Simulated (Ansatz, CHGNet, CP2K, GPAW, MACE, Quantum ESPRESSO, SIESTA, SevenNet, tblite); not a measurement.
# CP2K on H-capped Ge nanowire along [001] with a Si core (65 atoms): settings against a plane-wave reference, part 4 of 5

How do the settings of CP2K change the result for H-capped Ge nanowire along [001] with a Si core (65 atoms)? A plane-wave run serves as the yardstick.

Program: CP2K 2026.2; the method stands at each step. Banners, paths, timers and routine set-up lines are dropped from the logs unmarked, and long logs keep their key lines alone; longer cuts are marked.

So far. Step 10 (r2SCAN, SCAN potentials, DZVP-UZH(SCAN), 600/50 Ry …): Against the first run (4.2 %), the force difference from the reference is 40 %, at 2.0 times the CPU time; the model has changed, so this is no error of the program alone. Step 11 (PBE, DZVP-UZH, 157/50 Ry, diagonalisation): Against the first run (4.2 %), the force difference from the reference is 53 %, at 0.36 times the CPU time (on 1 against 2 cores): the grid matters here.

## (12) LDA, DZVP-MOLOPT-SR, 450/50 Ry, diagonalisation

Method: Kohn-Sham DFT, LDA, GTH-PADE pseudopotentials, Gaussian and plane waves, DZVP-MOLOPT-SR-GTH, diagonalisation.

Contents of input.inp:

```
&GLOBAL
  PROJECT cell
  RUN_TYPE ENERGY_FORCE
  PRINT_LEVEL LOW
&END GLOBAL
&FORCE_EVAL
  METHOD QS
  &DFT
    BASIS_SET_FILE_NAME BASIS_MOLOPT
    POTENTIAL_FILE_NAME GTH_POTENTIALS
    &MGRID
      CUTOFF 450
      REL_CUTOFF 50
    &END MGRID
    &QS
      EPS_DEFAULT 1.0E-12
    &END QS
    &SCF
      SCF_GUESS ATOMIC
      EPS_SCF 5.0E-06
      MAX_SCF 200
      ADDED_MOS 14
      &DIAGONALIZATION
        ALGORITHM STANDARD
      &END DIAGONALIZATION
      &SMEAR ON
        METHOD FERMI_DIRAC
        ELECTRONIC_TEMPERATURE [K] 580
      &END SMEAR
      &MIXING
        METHOD BROYDEN_MIXING
        ALPHA 0.2
        NBROYDEN 12
        BETA 0.05
      &END MIXING
      &PRINT
        &RESTART OFF
        &END RESTART
      &END PRINT
    &END SCF
    &XC
      &XC_FUNCTIONAL PADE
      &END XC_FUNCTIONAL
    &END XC
    &PRINT
      &MULLIKEN ON
      &END MULLIKEN
      &HIRSHFELD ON
        SHAPE_FUNCTION DENSITY
      &END HIRSHFELD
      &MO ON
        EIGENVALUES T
        OCCUPATION_NUMBERS T
        MO_INDEX_RANGE 77 100
        &EACH
          QS_SCF 0
        &END EACH
        ADD_LAST NUMERIC
      &END MO
    &END PRINT
  &END DFT
  &SUBSYS
    &CELL
      A 26.50091 0.00000 0.00000
      B 0.00000 26.50091 0.00000
      C 0.00000 0.00000 5.65800
    &END CELL
    &COORD
[... 65 atom lines left out: the same atoms as in the first run ...]
    &END COORD
    &KIND Ge
      BASIS_SET DZVP-MOLOPT-SR-GTH-q4
      POTENTIAL GTH-PADE-q4
    &END KIND
    &KIND Si
      BASIS_SET DZVP-MOLOPT-SR-GTH-q4
      POTENTIAL GTH-PADE-q4
    &END KIND
    &KIND H
      BASIS_SET DZVP-MOLOPT-SR-GTH-q1
      POTENTIAL GTH-PADE-q1
    &END KIND
  &END SUBSYS
  &PRINT
    &FORCES ON
    &END FORCES
  &END PRINT
&END FORCE_EVAL
```

Started as:

```
> OMP_NUM_THREADS=2 cp2k.psmp -i input.inp > output.txt
```

Numbers of over 12 decimals in the logs are rounded to 6 here.

Log:

```text
CP2K| version string:                                       CP2K version 2026.2
 CP2K| Input file name                                                 input.inp
 GLOBAL| Basis set file name                                        BASIS_MOLOPT
 GLOBAL| Potential file name                                      GTH_POTENTIALS
 GLOBAL| Run type                                                   ENERGY_FORCE
 GLOBAL| Total number of message passing processes                             1
 GLOBAL| Number of threads for this process                                    2
 TOTAL NUMBERS AND MAXIMUM NUMBERS
  Total number of            - Atomic kinds:                                   3
                             - Atoms:                                         65
[... lines left out ...]
                        Smear method:                                FERMI_DIRAC
[... lines left out ...]
 Number of electrons:                                                        176
[... lines left out ...]
  Step     Update method      Time    Convergence         Total energy    Change
[... lines left out ...]
  *** SCF run converged in    14 steps ***
[... lines left out ...]
  Fermi energy:                                                -0.069250
  Total energy:                                              -163.053244
  Total energy (extrapolated to T->0):                       -163.053244
[... lines left out ...]
 MO| E(Fermi):           -0.069250 a.u.         -1.884394 eV
[... lines left out ...]
       2     Ge       1          3.990490                              0.009510
       3     Ge       1          4.147286                             -0.147286
[...]
64     H        3          0.898946                              0.101054
      65     H        3          0.926741                              0.073259
 # Total charge                            176.000000                  0.000000
 !-----------------------------------------------------------------------------!
 !-----------------------------------------------------------------------------!
                           Hirshfeld Charges
  #Atom  Element  Kind  Ref Charge     Population                    Net charge
      1       Ge     1       4.000          3.927                         0.073
      2       Ge     1       4.000          3.996                         0.004
      3       Ge     1       4.000          3.919                         0.081
[...]
64       H      3       1.000          1.043                        -0.043
     65       H      3       1.000          1.043                        -0.043
  Total Charge                                                           -0.000
 !-----------------------------------------------------------------------------!
 ENERGY| Total FORCE_EVAL ( QS ) energy [hartree]           -163.053349
 FORCES| Atomic forces [hartree/bohr]
 FORCES|   Atom     x               y               z               |f|
 FORCES|      1 -1.13580950E-02  9.23305900E-03 -1.01223607E-02   1.77965696E-02
 FORCES|      2  1.22788193E-02  1.92778405E-03  4.57892230E-03   1.32458402E-02
 FORCES|      3 -4.37214247E-03  1.79113280E-02 -2.02173148E-02   2.73618552E-02
[...]
FORCES|     64  6.81228029E-03 -2.71138915E-03 -4.44834201E-03   8.57592797E-03
 FORCES|     65  6.17486524E-04 -1.37452861E-02 -1.30017771E-02   1.89304090E-02
 FORCES| Sum    -9.34214700E-09 -1.91932502E-08  1.29117324E-07
 FORCES| Total atomic force                                       1.30869935E-07
```

Elapsed: 72 s, on 2 threads of Arm Neoverse V1, shared host; peak memory 7.2 GiB; 1.9 min of CPU time.

Against the reference:

| Quantity | Value |
| --- | --- |
| r.m.s. force component | 0.508 eV/Å |
| r.m.s. difference of force components | 160.9 meV/Å |
| longest difference of force vectors | 536.9 meV/Å |
| force difference over r.m.s. force | 28.85 % |
| slope of forces against the reference's | 0.8734 |
| correlation of force components | 0.9587 |
| gap (highest filled to lowest empty level) | 2.072 eV |
| gap difference | 0.0188 eV |

Against the first run (4.2 %), the force difference from the reference is 29 %, at 0.54 times the CPU time; the model has changed, so this is no error of the program alone.

The difference per atom is largest on H (0.39 eV/Å on average, against 0.11 on Ge).

## (13) PBE, DZVP-UZH, 450/70 Ry, diagonalisation

Method: Kohn-Sham DFT, PBE, GTH-PBE pseudopotentials, Gaussian and plane waves, DZVP-MOLOPT (UZH set), diagonalisation.

input.inp, as its differences from that of step 12:

```diff
@@ -8,7 +8,7 @@
   &DFT
-    BASIS_SET_FILE_NAME BASIS_MOLOPT
-    POTENTIAL_FILE_NAME GTH_POTENTIALS
+    BASIS_SET_FILE_NAME BASIS_MOLOPT_UZH
+    POTENTIAL_FILE_NAME POTENTIAL_UZH
     &MGRID
       CUTOFF 450
-      REL_CUTOFF 50
+      REL_CUTOFF 70
     &END MGRID
@@ -41,3 +41,3 @@
     &XC
-      &XC_FUNCTIONAL PADE
+      &XC_FUNCTIONAL PBE
       &END XC_FUNCTIONAL
@@ -71,12 +71,12 @@
     &KIND Ge
-      BASIS_SET DZVP-MOLOPT-SR-GTH-q4
-      POTENTIAL GTH-PADE-q4
+      BASIS_SET DZVP-MOLOPT-PBE-GTH-q4
+      POTENTIAL GTH-PBE-q4
     &END KIND
     &KIND Si
-      BASIS_SET DZVP-MOLOPT-SR-GTH-q4
-      POTENTIAL GTH-PADE-q4
+      BASIS_SET DZVP-MOLOPT-PBE-GTH-q4
+      POTENTIAL GTH-PBE-q4
     &END KIND
     &KIND H
-      BASIS_SET DZVP-MOLOPT-SR-GTH-q1
-      POTENTIAL GTH-PADE-q1
+      BASIS_SET DZVP-MOLOPT-PBE-GTH-q1
+      POTENTIAL GTH-PBE-q1
     &END KIND
```

Log:

```text
CP2K| version string:                                       CP2K version 2026.2
 CP2K| Input file name                                                 input.inp
 GLOBAL| Basis set file name                                    BASIS_MOLOPT_UZH
 GLOBAL| Potential file name                                       POTENTIAL_UZH
 GLOBAL| Run type                                                   ENERGY_FORCE
 GLOBAL| Total number of message passing processes                             1
 GLOBAL| Number of threads for this process                                    2
 TOTAL NUMBERS AND MAXIMUM NUMBERS
  Total number of            - Atomic kinds:                                   3
                             - Atoms:                                         65
[... lines left out ...]
                        Smear method:                                FERMI_DIRAC
[... lines left out ...]
 Number of electrons:                                                        176
[... lines left out ...]
  Step     Update method      Time    Convergence         Total energy    Change
[... lines left out ...]
  *** SCF run converged in    14 steps ***
[... lines left out ...]
  Fermi energy:                                                -0.072604
  Total energy:                                              -161.386832
  Total energy (extrapolated to T->0):                       -161.386832
[... lines left out ...]
 MO| E(Fermi):           -0.072604 a.u.         -1.975658 eV
[... lines left out ...]
       2     Ge       1          4.182692                             -0.182692
       3     Ge       1          3.732540                              0.267460
[...]
64     H        3          1.068650                             -0.068650
      65     H        3          1.109964                             -0.109964
 # Total charge                            176.000000                  0.000000
 !-----------------------------------------------------------------------------!
 !-----------------------------------------------------------------------------!
                           Hirshfeld Charges
  #Atom  Element  Kind  Ref Charge     Population                    Net charge
      1       Ge     1       4.000          3.899                         0.101
      2       Ge     1       4.000          3.990                         0.010
      3       Ge     1       4.000          3.886                         0.114
[...]
64       H      3       1.000          1.063                        -0.063
     65       H      3       1.000          1.058                        -0.058
  Total Charge                                                           -0.000
 !-----------------------------------------------------------------------------!
 ENERGY| Total FORCE_EVAL ( QS ) energy [hartree]           -161.386942
 FORCES| Atomic forces [hartree/bohr]
 FORCES|   Atom     x               y               z               |f|
 FORCES|      1 -1.24580977E-02  8.35768320E-03 -9.74284492E-03   1.78879315E-02
 FORCES|      2  1.42083300E-02  2.05298246E-03  5.86015256E-03   1.55058946E-02
 FORCES|      3 -5.50109068E-03  1.59327718E-02 -1.86819845E-02   2.51621096E-02
[...]
FORCES|     64  1.47441966E-02 -1.94101573E-03 -9.96529731E-03   1.79015649E-02
 FORCES|     65  3.20971194E-03 -9.11816071E-03 -1.16483845E-02   1.51369735E-02
 FORCES| Sum    -4.19605440E-07  1.59837114E-06 -4.17478956E-06
 FORCES| Total atomic force                                       4.48995845E-06
```

Elapsed: 2.3 min, on 2 threads; peak memory 7.6 GiB.

Against the reference:

```yaml
r_m_s_force_component: 0.5489 eV/Å
r_m_s_difference_of_force_components: 23.61 meV/Å
longest_difference_of_force_vectors: 73.91 meV/Å
force_difference_over_r_m_s_force: 4.234 %
slope_of_forces_against_the_reference_s: 0.9837
correlation_of_force_components: 0.9992
spacing_of_highest_filled_and_lowest_empty_level: 2.124 eV
gap_difference: 0.0702 eV
energy_less_the_same_level_run_s: 0 meV/atom
r_m_s_force_difference_from_the_same_level_run: 0 meV/Å
```

Against the first run (4.2 %), the force difference from the reference is 4.2 %, at 1.1 times the CPU time: the change moves forces by under 0.01 meV/Å r.m.s., so most of the difference comes from elsewhere.

## (14) GFN1-xTB, diagonalisation

Method: GFN1-xTB tight binding (the program's own implementation), diagonalisation.

Contents of input.inp:

```
&GLOBAL
  PROJECT cell
  RUN_TYPE ENERGY_FORCE
  PRINT_LEVEL LOW
&END GLOBAL
&FORCE_EVAL
  METHOD QS
  &DFT
    &QS
      METHOD XTB
      &XTB
        GFN_TYPE 1
        DO_EWALD T
        CHECK_ATOMIC_CHARGES F
      &END XTB
    &END QS
    &SCF
      SCF_GUESS ATOMIC
      EPS_SCF 1.0E-06
      MAX_SCF 200
      ADDED_MOS 14
      &DIAGONALIZATION
        ALGORITHM STANDARD
      &END DIAGONALIZATION
      &SMEAR ON
        METHOD FERMI_DIRAC
        ELECTRONIC_TEMPERATURE [K] 580
      &END SMEAR
      &MIXING
        METHOD BROYDEN_MIXING
        ALPHA 0.3
        NBROYDEN 8
      &END MIXING
      &PRINT
        &RESTART OFF
        &END RESTART
      &END PRINT
    &END SCF
    &PRINT
      &MULLIKEN ON
      &END MULLIKEN
    &END PRINT
  &END DFT
  &SUBSYS
    &CELL
      A 26.50091 0.00000 0.00000
      B 0.00000 26.50091 0.00000
      C 0.00000 0.00000 5.65800
    &END CELL
    &TOPOLOGY
      COORD_FILE_NAME structure.xyz
      COORD_FILE_FORMAT XYZ
    &END TOPOLOGY
  &END SUBSYS
  &PRINT
    &FORCES ON
    &END FORCES
  &END PRINT
&END FORCE_EVAL
```

Contents of structure.xyz:

```xyz
65

[... 65 atom lines left out: the same atoms as in the first run ...]
```

Started as:

```
> OMP_NUM_THREADS=1 cp2k.psmp -i input.inp > output.txt
```

Log:

```text
CP2K| version string:                                       CP2K version 2026.2
 CP2K| Input file name                                                 input.inp
 GLOBAL| Basis set file name                                           BASIS_SET
 GLOBAL| Potential file name                                           POTENTIAL
 GLOBAL| Run type                                                   ENERGY_FORCE
 GLOBAL| Total number of message passing processes                             1
 GLOBAL| Number of threads for this process                                    1
                  #####   #####        #          ####### ######
                 #     # #     #      #              #    #     #
                 #     # #           #    ##   ##    #    #     #
[... lines left out ...]
                        Smear method:                                FERMI_DIRAC
[... lines left out ...]
 Number of electrons:                                                        176
[... lines left out ...]
  Step     Update method      Time    Convergence         Total energy    Change
[... lines left out ...]
     2 Mixing/Diag.0.30E+00    0.1     1.10901338       -67.9130082854  9.07E+00
     3 Broy./Diag. 0.30E+00    0.1     2.31321812       -69.0021804825 -1.09E+00
     4 Broy./Diag. 0.30E+00    0.1     2.99069037       -52.8520086802  1.62E+01
     5 Broy./Diag. 0.30E+00    0.1     1.91513658       -51.1856526357  1.67E+00
[... lines left out ...]
   199 Broy./Diag. 0.30E+00    0.1    23.45553114       987.2716451968 -3.15E+02
   200 Broy./Diag. 0.30E+00    0.1    45.16756452      1090.2526572439  1.03E+02
  Leaving inner SCF loop after reaching   200 steps.
  Core Hamiltonian energy:                                    394.981799
  Repulsive potential energy:                                   0.420325
  Electronic energy:                                          808.568886
  DFTB3 3rd order energy:                                    -113.530505
  Dispersion energy:                                           -0.187848
  Correction for halogen bonding:                               0.000000
  Electronic entropic energy:                                  -0.000000
  Fermi energy:                                               -11.262346
  Total energy:                                              1090.252657
  Total energy (extrapolated to T->0):                       1090.252657
 *   ___                                                                       *
 *  /   \                                                                      *
 * [ABORT]                                                                     *
 *  \___/     SCF run NOT converged. To continue the calculation regardless,   *
 *    |             please set the keyword IGNORE_CONVERGENCE_FAILURE.         *
 *  O/|                                                                        *
 * /| |                                                                        *
```

Wall time 13 s (1 thread); peak memory 0.2 GiB.

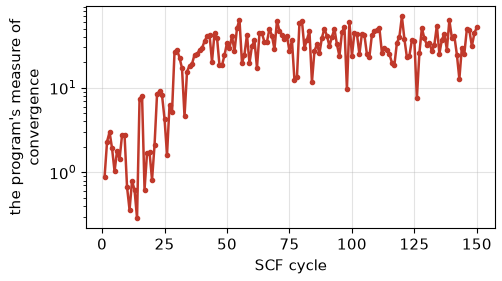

Convergence by cycle in this run.

The run stopped without converging, so its numbers are no property of the system.

[end of part 4 of 5]

[Also dropped from logs without a mark: logging warnings of Python, and SIESTA's first energy breakdown and zero terms.]

[Logs are printed without paths, hosts, clocks, repeated set-up lines and the standing remarks that a program may print on its own settings, such as how far it seeks lower states.]

[Hosts, paths, dates, database ids (printed as entryN), source tags and the programs' standing remarks are cut or masked in the printed files.]
